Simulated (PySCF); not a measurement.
# HgMe2 (C2H6Hg): electronic structure

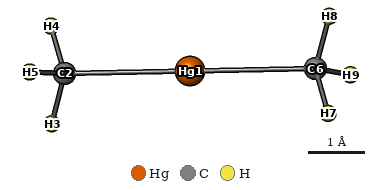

The molecule, with its atoms numbered as below. No frequency check shows the geometry to be a minimum.

Geometry (Å), atoms numbered from 1:

```
Hg1      0.0000    0.0003    0.0000
C2      -2.3477   -0.0013    0.0002
H3      -2.7308    0.8143   -0.6150
H4      -2.7308    0.1234    1.0131
H5      -2.7308   -0.9411   -0.3993
C6       2.3477   -0.0014    0.0002
H7       2.7308   -0.2098   -1.0000
H8       2.7308   -0.7624    0.6801
H9       2.7308    0.9689    0.3186
```

## 1. Bonding charge

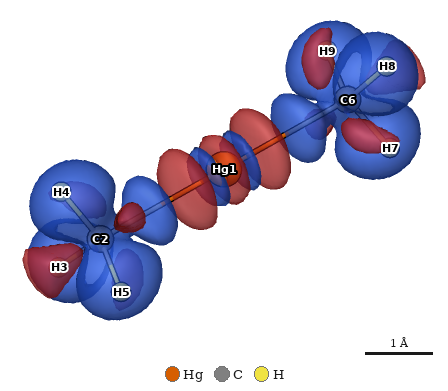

Deformation density (molecule less spherical, spin-averaged free atoms at the same positions), surfaces at ±0.04 e/Å³; blue: gain, red: loss.

Method: BLYP/def2-SVP; geometry: GFN2-xTB; program: PySCF. Core potentials replace the inner electrons of Hg; spin–orbit coupling isn't included.

**Describe the bonding that the map shows.**

C2–H4, C6–H8, C6–H9, C2–H5 and 2 more like them: +0.63 e/Å³ at the bond critical point (bond length 1.09 Å, Mayer order 1.0). Hg1–C6 and Hg1–C2: +0.08 e/Å³ at the bond critical point (bond length 2.35 Å, Mayer order 0.7). In all, 1.5 electrons gather in the regions of gain relative to the promolecule. A small or negative value marks a very polar bond, one between electron-rich atoms, whose free-atom densities already overlap strongly, a long bond to a heavier atom, or a closed-shell contact such as a hydrogen bond.

**Where do the Hirshfeld charges lie?**

The highest Hirshfeld charge is on Hg1 (+0.31 e), the lowest on C2 and C6 (−0.20 e).

```csv
atom,charge (e)
Hg1,+0.31
C2,−0.20
H3,+0.01
H4,+0.01
H5,+0.01
C6,−0.20
H7,+0.01
H8,+0.01
H9,+0.01
```

## 2. Bond critical points

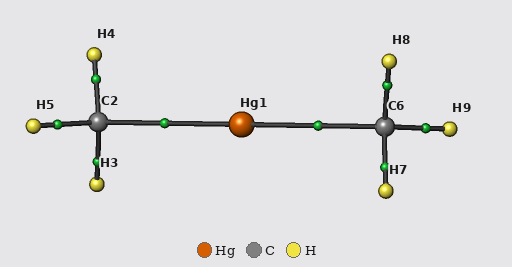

Molecular graph of the electron density (QTAIM): bond paths, bond critical points (green), ring points (magenta, if any); weak paths are dashed.

**How many critical points of each kind are there, and does the count close?**

9 nuclei, 8 bond, 0 ring and 0 cage critical points: 9 − 8 + 0 − 0 = 1, as the Poincaré–Hopf relation requires.

**What does the calculation give at each kind of bond critical point?**

```json
{"bond": "C2–H4 (6 alike)", "length (Å)": "1.090", "ρ (a.u.)": "0.271", "∇²ρ (a.u.)": "−0.98", "ε": "0.01", "H (a.u.)": "−0.289"}
{"bond": "Hg1–C6 (2 alike)", "length (Å)": "2.348", "ρ (a.u.)": "0.077", "∇²ρ (a.u.)": "+0.08", "ε": "0.00", "H (a.u.)": "−0.021"}
```

**What kind of interaction is C2–H4?**

Shared-shell (covalent): ρ = 0.271, ∇²ρ = −0.98, H = −0.289 a.u.

## 3. Local ionisation energy

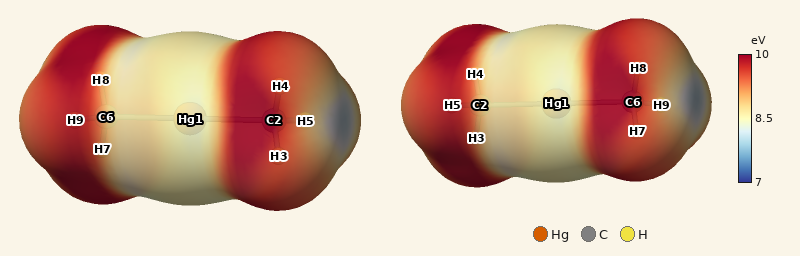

Average local ionisation energy on the surface of electron density 0.001 a.u. (back view left, front view right).

**Locate the minima of the map.**

The lowest value is 7.9 eV, near H4 (1.78 Å), H5 (1.85 Å) and C2 (1.96 Å), and at like points elsewhere. Further minima include 8.4 eV, off the Hg1–C6 bond (2.3 to 2.4 Å from its atoms), and at like points elsewhere. For comparison, the highest occupied orbital lies at −5.5 eV.

**What volume does the surface enclose, and what is the dipole moment?**

About 109 Å³; the dipole moment is 0.0 D.

## 4. Localised orbitals

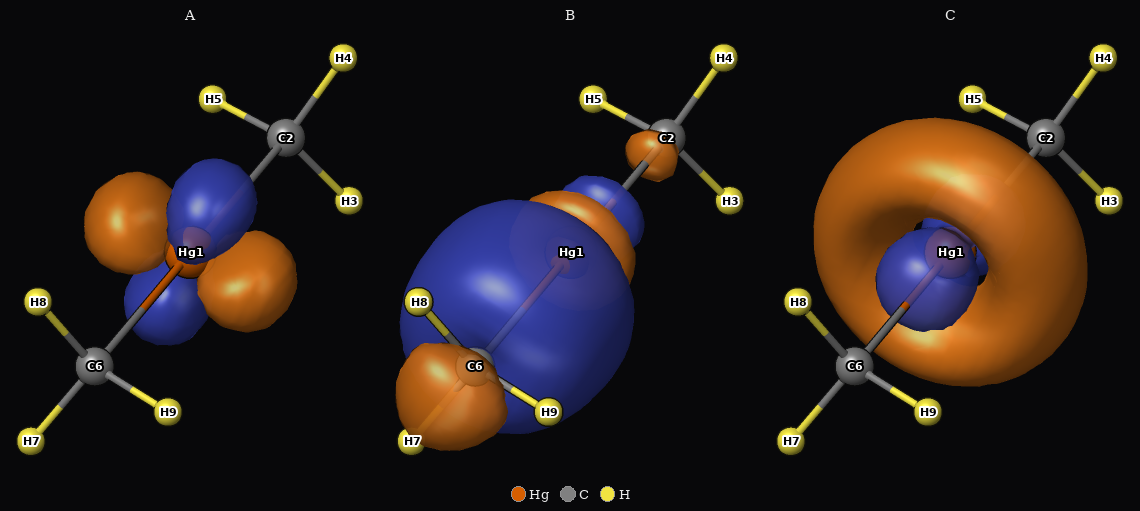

Pipek–Mezey orbitals, occupied; each surface holds about 80 % of the orbital's density. Energies are diagonal elements of the Fock matrix.

PySCF calculation, PBE/def2-SVPD, gas phase; geometry: GFN2-xTB. Core potentials replace the inner electrons of Hg; spin–orbit coupling isn't included.

**Name the orbitals, with their atomic make-up and energies.**

By panel:
- A: d orbital on Hg1 (Hg1 91 %, C6 4 %, C2 4 %; −10.6 eV)
- B: σ bond C6–Hg1 (C6 69 %, Hg1 28 %; −10.2 eV)
- C: lone pair on Hg1 (Hg1 92 %, C2 3 %, C6 3 %; −15.8 eV)
